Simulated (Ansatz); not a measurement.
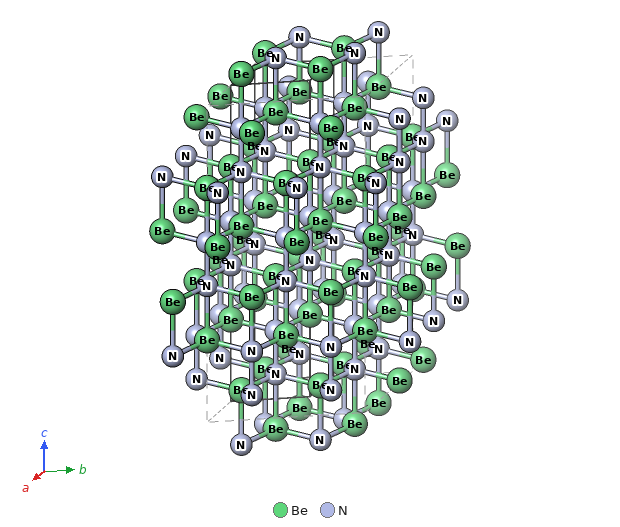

System BeN (space group R-3m, No. 166); source of the atomic positions: the end point of a relaxation with DFT PBE, scalar-relativistic, plane waves, PAW (Ansatz 0.2.0); the starting structure was generated, so it need not be a known form of this composition.

Bonds are taken as Be–N below 2.3 Å and N–N below 1.8 Å. Simplification: prune 0- and 1-connected atoms, fold 2-connected ones into links.

What kind of net remains, and which atoms are its nodes?

A binodal (4,5)-connected, three-periodic net: Be is a 4-connected node; N is a 5-connected node, in the ratio 1:1.

Is the net interpenetrated?

It is a single net, without interpenetration.

Give the first eight terms of the coordination sequence (nodes one, two, three … edges away).

Be: 4, 13, 28, 45, 72, 106, 136, 181; N: 5, 13, 27, 48, 72, 102, 142, 182.
